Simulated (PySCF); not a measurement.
The calculation's input:

```
{"job": {"kind": "nmr", "xc": "PBE0", "basis": "pcSseg-1"}, "charge": 0, "multiplicity": 1}
C      4.922918     2.100757    -0.135707
C      3.775903     1.236651     0.041576
C      2.820662     0.516038     0.190229
Si     1.341426    -0.565003     0.429902
Si    -0.071327    -0.429869    -1.394471
N     -1.688251    -0.002574    -0.878742
B     -2.542128    -0.607645     0.051934
C     -2.106378    -1.938694     0.798165
C     -3.932982     0.082011     0.400123
H      4.741872     2.801511    -0.950993
H      5.109815     2.663480     0.779089
H      5.806006     1.506235    -0.369914
H      0.737474    -0.129400     1.701925
H      1.870507    -1.922975     0.654036
H     -0.162156    -1.677726    -2.173587
H      0.262037     0.637939    -2.352445
H     -2.048100     0.834471    -1.313520
H     -1.827815    -1.718609     1.828339
H     -1.258382    -2.438204     0.334050
H     -2.923125    -2.656345     0.852113
H     -4.326795     0.685672    -0.416093
H     -4.701303    -0.633538     0.683294
H     -3.804631     0.751903     1.250776
```

Command:

```sh
OMP_NUM_THREADS=1 python probes_run.py task.json out
```

Geometry: GFN2-xTB.

The calculation used PBE0/pcSseg-1, SCF density, gas phase, non-relativistic (PySCF 2.14.0).

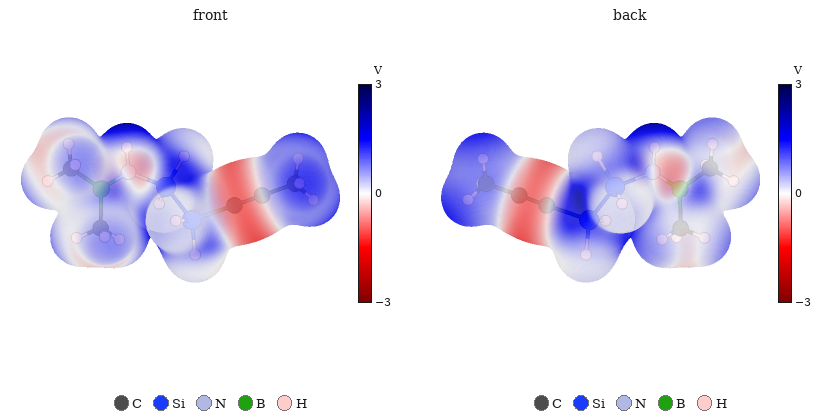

C$_{5}$H$_{14}$BNSi$_{2}$ (SMILES CC#C[SiH2][SiH2]NB(C)C). The electrostatic potential painted on the density surface at 0.004 e/bohr³, seen from the front and from behind; red is negative and blue positive.

Question: Describe the electrostatic potential map.

Answer: The most negative region (about −1.0 V) lies over C2 and C3, the most positive (about +2.1 V) over Si5 and H17.
